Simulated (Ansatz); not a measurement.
## BeS, carrier doping

Start from BeS in the zinc blende structure (space group F-43m, No. 216).

```yaml
crystal:
  lattice:
    - [0.00000, 2.43799, 2.43799]
    - [2.43799, 0.00000, 2.43799]
    - [2.43799, 2.43799, 0.00000]
  atoms:
    - { symbol: S, position: [0.75000, 0.75000, 0.75000] }
    - { symbol: Be, position: [0.00000, 0.00000, 0.00000] }
```

Carriers are added at fixed cell with a uniform background; the Fermi–Dirac width is that of 300 K.

Level of theory: DFT with PBE, PAW potentials and a 420 eV plane-wave cutoff in Ansatz (an electronic-structure program), no spin-orbit coupling.

Notes on the quantities. Fermi level from band edge: Fermi level relative to the doped band's edge (positive inside the band; to 0.05 eV).

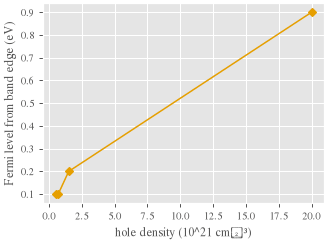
Figure. Fermi level from band edge against hole density

Problem. From the plot, what is the Fermi level from band edge for holes 1.5×10^21 cm⁻³?

Solution. About 0.20 eV.

Problem. Is the trend monotonic over the range shown?

Solution. Yes, it rises throughout, spanning +0.10 eV to +0.90 eV.

Carriers are added with a uniform compensating background; total energy and stress of such cells depend on the potential's zero and are not compared; many-body gap narrowing is missing at this level. Stability against distortions was not tested.
